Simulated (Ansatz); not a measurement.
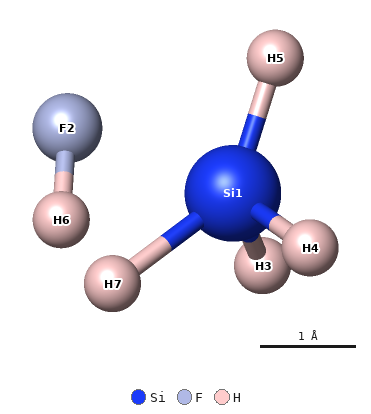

Fig. 1: The structure as given in the input (ball-and-stick view, seen at a tilt; atoms are numbered from 1 in the order of the input). Bond lengths as drawn: F–H 1.17 Å and H–Si 1.48 to 1.71 Å.

Run report: SiH₅F, saddle-point search

The run: saddle-point search of SiH₅F. Method and program: RKS PBE0-D4/def2-TZVP (Ansatz 0.2.0).

The geometry is a guess of a transition state. The reaction was set up to form Si1–H7 and F2–H6 and to break Si1–F2 and H6–H7 (atoms counted from 1 in the order of the input); sticks are drawn by distance alone. Figures and captions count atoms from 1; the log counts them from 0 in places.

### Input
```yaml
crystal:
  periodic: [false, false, false]
  atoms:
    - {symbol: Si, position_ang: [-0.423672, -0.198024, -0.030523]}
    - {symbol: F, position_ang: [1.319993, -0.245206, 0.829675]}
    - {symbol: H, position_ang: [-0.156996, -1.180621, -1.110122]}
    - {symbol: H, position_ang: [-1.563711, 0.681213, -0.461676]}
    - {symbol: H, position_ang: [-0.936350, -0.808919, 1.230037]}
    - {symbol: H, position_ang: [1.202270, 0.640209, 0.080352]}
    - {symbol: H, position_ang: [0.558467, 1.111347, -0.537741]}
basis:
  gaussian: {orbitals: def2-TZVP}
hamiltonian: {xc: pbe0, dispersion: d4}
saddle:
  f_tol: 0.01
  max_steps: 50
  order_check: false
  mode_guess:
    - [-0.2141, 0.2166, -0.2475]
    - [0.3711, 0.2265, -0.0675]
    - [-0.0094, 0.0012, 0.0042]
    - [-0.2753, -0.0163, -0.0930]
    - [0.1259, 0.1167, -0.0666]
    - [0.2684, -0.4202, 0.4447]
    - [-0.2667, -0.1246, 0.0257]
```

### Log
```
Functional definition: PBE0
  name "PBE0"
  cite "Adamo & Barone, J. Chem. Phys. 110, 6158 (1999) doi:10.1063/1.478522"
  cite "Perdew, Burke & Ernzerhof, Phys. Rev. Lett. 77, 3865 (1996) doi:10.1103/PhysRevLett.77.3865"
  parent pbe
  parameter a = 0.25
  parameter kappa = 0.804
  parameter beta = 0.06672455060314922
  exchange = (1 - a)*pbe_x(kappa = kappa, mu = beta*pi^2/3) + a*exact_x
  correlation = pbe_c(beta = beta)
644 factors; their error is unknown
mean field evaluation 1: about -10668.3838 eV, gradient 2.8e1 eV
mean field evaluation 2: about -10666.3881 eV, gradient 4.8e1 eV
mean field evaluation 4: about -10669.5157 eV, gradient 7.4e-1 eV
mean field evaluation 8: about -10669.5631 eV, gradient 1.6e-1 eV
mean field -10669.56309600 eV, -392.0992116883 hartree, gradient 2.3e-5 eV, S^2 0.000000; 0 other end points of the search recorded, 0 dependent functions left out
the calculation of the forces begins
reference -10669.56312247 eV, -392.0992126610 hartree; 14, 14 occupied and 84, 84 virtual orbitals, 644 factors
these checks for a lower state are left out or cut short: stability, starts, cluster_reference, orbital_swaps, neighbouring_geometries, increment
644 factors; their error is unknown
mean field evaluation 16: about -10669.5147 eV, gradient 6.1e-1 eV
mean field -10669.56159901 eV, -392.0991566752 hartree, gradient 1.3e-6 eV, S^2 0.000000; 0 other end points of the search recorded, 0 dependent functions left out
[... from here on the field's lines of each further geometry are left out, up to the last ...]
saddle step   1: F+E_penalty+E_count = -10669.62479421 eV  max|allowed force component| = 1.716e-1 eV/Å  curvature = -12.0266 eV/Å²  mode residual = 3.59e-1 eV/Å²  Δτ_max = 0.0000 Å  (1 rotations, 3 force calls, 61 SCF iters)  cluster: 3 rotations left out, max|force component along them| = 7.195e-8 eV/Å
saddle step   2: F+E_penalty+E_count = -10669.62896024 eV  max|allowed force component| = 1.074e-1 eV/Å  curvature = -11.7255 eV/Å²  mode residual = 1.47e-1 eV/Å²  Δτ_max = 0.0270 Å  (1 rotations, 3 force calls, 66 SCF iters)  cluster: 3 rotations left out, max|force component along them| = 6.002e-8 eV/Å
saddle step   3: F+E_penalty+E_count = -10669.63381731 eV  max|allowed force component| = 7.914e-2 eV/Å  curvature = -11.7216 eV/Å²  mode residual = 3.12e-1 eV/Å²  Δτ_max = 0.0281 Å  (1 rotations, 3 force calls, 67 SCF iters)  cluster: 3 rotations left out, max|force component along them| = 6.486e-8 eV/Å
saddle step   4: F+E_penalty+E_count = -10669.63586501 eV  max|allowed force component| = 1.496e-1 eV/Å  curvature = -11.3138 eV/Å²  mode residual = 3.97e-1 eV/Å²  Δτ_max = 0.0445 Å  (1 rotations, 3 force calls, 67 SCF iters)  cluster: 3 rotations left out, max|force component along them| = 5.956e-8 eV/Å
saddle step   5: F+E_penalty+E_count = -10669.63788258 eV  max|allowed force component| = 1.158e-1 eV/Å  curvature = -11.7395 eV/Å²  mode residual = 4.04e-1 eV/Å²  Δτ_max = 0.0161 Å  (1 rotations, 3 force calls, 66 SCF iters)  cluster: 3 rotations left out, max|force component along them| = 8.027e-8 eV/Å
saddle step   6: F+E_penalty+E_count = -10669.63885396 eV  max|allowed force component| = 9.656e-2 eV/Å  curvature = -11.6640 eV/Å²  mode residual = 1.68e-1 eV/Å²  Δτ_max = 0.0050 Å  (1 rotations, 3 force calls, 60 SCF iters)  cluster: 3 rotations left out, max|force component along them| = 5.317e-8 eV/Å
saddle step   7: F+E_penalty+E_count = -10669.64066968 eV  max|allowed force component| = 4.820e-2 eV/Å  curvature = -11.6198 eV/Å²  mode residual = 2.07e-1 eV/Å²  Δτ_max = 0.0160 Å  (1 rotations, 3 force calls, 67 SCF iters)  cluster: 3 rotations left out, max|force component along them| = 7.698e-8 eV/Å
saddle step   8: F+E_penalty+E_count = -10669.64192318 eV  max|allowed force component| = 5.509e-2 eV/Å  curvature = -11.7024 eV/Å²  mode residual = 1.50e-1 eV/Å²  Δτ_max = 0.0172 Å  (1 rotations, 3 force calls, 67 SCF iters)  cluster: 3 rotations left out, max|force component along them| = 7.583e-8 eV/Å
saddle step   9: F+E_penalty+E_count = -10669.64529846 eV  max|allowed force component| = 7.172e-2 eV/Å  curvature = -11.7845 eV/Å²  mode residual = 5.23e-1 eV/Å²  Δτ_max = 0.0501 Å  (1 rotations, 3 force calls, 65 SCF iters)  cluster: 3 rotations left out, max|force component along them| = 7.428e-8 eV/Å
saddle step  10: F+E_penalty+E_count = -10669.64820767 eV  max|allowed force component| = 1.513e-1 eV/Å  curvature = -11.9504 eV/Å²  mode residual = 1.28e0 eV/Å²  Δτ_max = 0.1300 Å  (1 rotations, 3 force calls, 67 SCF iters)  cluster: 3 rotations left out, max|force component along them| = 4.716e-8 eV/Å
saddle step  11: F+E_penalty+E_count = -10669.64324144 eV  max|allowed force component| = 3.154e-1 eV/Å  curvature = -11.0659 eV/Å²  mode residual = 9.05e-1 eV/Å²  Δτ_max = 0.0298 Å  (1 rotations, 3 force calls, 67 SCF iters)  cluster: 3 rotations left out, max|force component along them| = 5.987e-8 eV/Å
saddle step  12: F+E_penalty+E_count = -10669.65094164 eV  max|allowed force component| = 7.010e-2 eV/Å  curvature = -11.7908 eV/Å²  mode residual = 5.88e-1 eV/Å²  Δτ_max = 0.0253 Å  (1 rotations, 3 force calls, 67 SCF iters)  cluster: 3 rotations left out, max|force component along them| = 8.316e-8 eV/Å
saddle step  13: F+E_penalty+E_count = -10669.65111153 eV  max|allowed force component| = 6.613e-2 eV/Å  curvature = -11.7325 eV/Å²  mode residual = 3.06e-1 eV/Å²  Δτ_max = 0.0025 Å  (1 rotations, 3 force calls, 61 SCF iters)  cluster: 3 rotations left out, max|force component along them| = 1.000e-7 eV/Å
saddle step  14: F+E_penalty+E_count = -10669.65123042 eV  max|allowed force component| = 5.043e-2 eV/Å  curvature = -11.6897 eV/Å²  mode residual = 2.19e-1 eV/Å²  Δτ_max = 0.0024 Å  (1 rotations, 3 force calls, 61 SCF iters)  cluster: 3 rotations left out, max|force component along them| = 1.690e-7 eV/Å
saddle step  15: F+E_penalty+E_count = -10669.65134672 eV  max|allowed force component| = 2.080e-2 eV/Å  curvature = -11.6775 eV/Å²  mode residual = 1.77e-1 eV/Å²  Δτ_max = 0.0036 Å  (1 rotations, 3 force calls, 61 SCF iters)  cluster: 3 rotations left out, max|force component along them| = 2.824e-7 eV/Å
saddle step  16: F+E_penalty+E_count = -10669.65142554 eV  max|allowed force component| = 5.343e-3 eV/Å  curvature = -11.6857 eV/Å²  mode residual = 1.50e-1 eV/Å²  Δτ_max = 0.0045 Å  (1 rotations, 5 force calls, 103 SCF iters)  cluster: 3 rotations left out, max|force component along them| = 2.401e-7 eV/Å
saddle step  17: F+E_penalty+E_count = -10669.65152547 eV  max|allowed force component| = 9.488e-3 eV/Å  curvature = -11.7158 eV/Å²  mode residual = 1.58e-1 eV/Å²  Δτ_max = 0.0101 Å  (1 rotations, 3 force calls, 67 SCF iters)  cluster: 3 rotations left out, max|force component along them| = 8.629e-8 eV/Å
saddle step  18: F+E_penalty+E_count = -10669.65146565 eV  max|allowed force component| = 4.227e-2 eV/Å  curvature = -11.6166 eV/Å²  mode residual = 1.96e-1 eV/Å²  Δτ_max = 0.0107 Å  (1 rotations, 3 force calls, 66 SCF iters)  cluster: 3 rotations left out, max|force component along them| = 8.460e-8 eV/Å
saddle step  19: F+E_penalty+E_count = -10669.65164416 eV  max|allowed force component| = 1.201e-2 eV/Å  curvature = -11.7043 eV/Å²  mode residual = 2.38e-1 eV/Å²  Δτ_max = 0.0148 Å  (1 rotations, 3 force calls, 67 SCF iters)  cluster: 3 rotations left out, max|force component along them| = 8.554e-8 eV/Å
saddle step  20: F+E_penalty+E_count = -10669.65165336 eV  max|allowed force component| = 1.140e-2 eV/Å  curvature = -11.7030 eV/Å²  mode residual = 8.61e-2 eV/Å²  Δτ_max = 0.0006 Å  (1 rotations, 3 force calls, 58 SCF iters)  cluster: 3 rotations left out, max|force component along them| = 2.647e-7 eV/Å
the calculation of the forces begins
reference -10669.59053689 eV, -392.1002201225 hartree; 14, 14 occupied and 84, 84 virtual orbitals, 644 factors
644 factors; their error is unknown
mean field evaluation 512: about -10669.5471 eV, gradient 1.4e-2 eV
mean field -10669.59036028 eV, -392.1002136323 hartree, gradient 1.4e-5 eV, S^2 0.000000; 1 other end points of the search recorded, 0 dependent functions left out
the calculation of the forces begins
reference -10669.59038683 eV, -392.1002146081 hartree; 14, 14 occupied and 84, 84 virtual orbitals, 644 factors
saddle step  21: F+E_penalty+E_count = -10669.65166366 eV  max|allowed force component| = 2.703e-3 eV/Å  curvature = -11.6837 eV/Å² (error put at 0.0076; -11.6911 at half of saddle.amplitude)  mode residual = 7.69e-2 eV/Å²  Δτ_max = 0.0032 Å  (1 rotations, 10 force calls, 206 SCF iters)  cluster: 3 rotations left out, max|force component along them| = 1.517e-7 eV/Å
```

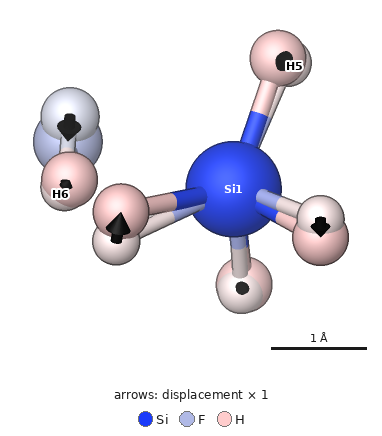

Fig. 2: Start (faint) and end (solid) with the displacements as black arrows, at true length (ball-and-stick view, seen at a tilt). The two geometries are laid on each other by the best rigid fit. The atom that moves furthest after the best rigid fit is H7 (0.35 Å). Largest moves by element: H 0.35 Å, F 0.33 Å, Si 0.04 Å. Among the contacts that change: F2–H6 1.166 → 1.209 Å, Si1–H7 1.714 → 1.696 Å, Si1–H5 1.492 → 1.477 Å, Si1–H3 1.484 → 1.477 Å. Among the angles that change: H5–Si1–H7 139.5° → 118.1°, H3–Si1–H7 100.8° → 118.0°, H3–Si1–H5 113.9° → 119.2°. (Atoms are counted from 1 in the order of the input.)

```
Total energy: -10669.65169022 eV, -392.1024674658 hartree
Atom 0 at    -0.407158    -0.213359    -0.062600 Å, force     0.002703     0.002449    -0.000174 eV/Å
Atom 1 at     1.411638    -0.428685     0.572203 Å, force    -0.000493    -0.000858    -0.000201 eV/Å
Atom 2 at    -0.165842    -1.281296    -1.053648 Å, force     0.000288    -0.000079     0.000110 eV/Å
Atom 3 at    -1.524820     0.588366    -0.654535 Å, force    -0.001987    -0.000445    -0.000040 eV/Å
Atom 4 at    -0.896686    -0.575079     1.282945 Å, force    -0.000459     0.000364    -0.000219 eV/Å
Atom 5 at     1.133695     0.670005     0.151483 Å, force     0.000090     0.001068    -0.000375 eV/Å
Atom 6 at     0.449172     1.240046    -0.235847 Å, force    -0.000142    -0.002500     0.000899 eV/Å
Dipole moment:    -0.114673     0.183057    -0.091461 e Å
```

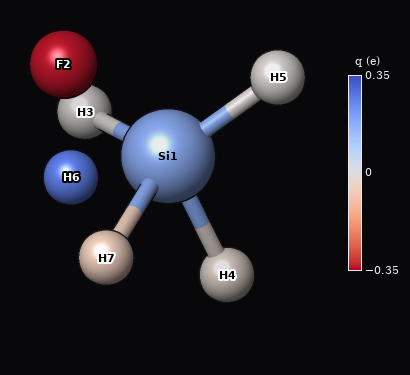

Fig. 3: Mulliken charges, as the colour of each atom (ball-and-stick view, seen at a tilt; atoms are numbered from 1 in the order of the input). By element: Si +0.17, F −0.34 and H −0.06 to +0.27 e.

### Summary

| quantity | value |
| --- | --- |
| outcome | converged |
| total energy | −10669.6517 eV |
| mean-field energy | −10669.5904 eV |
| dispersion energy | −0.0613 eV |
| largest force (length of the vector) at the end | 0.004 eV/Å |
| dipole moment | 1.13 D |
| hardware | 2 CPU threads, shared host |
| wall time | 49 s (CPU time 89 s) |
| peak memory | 0.19 GiB |

The order of the saddle point was not checked.
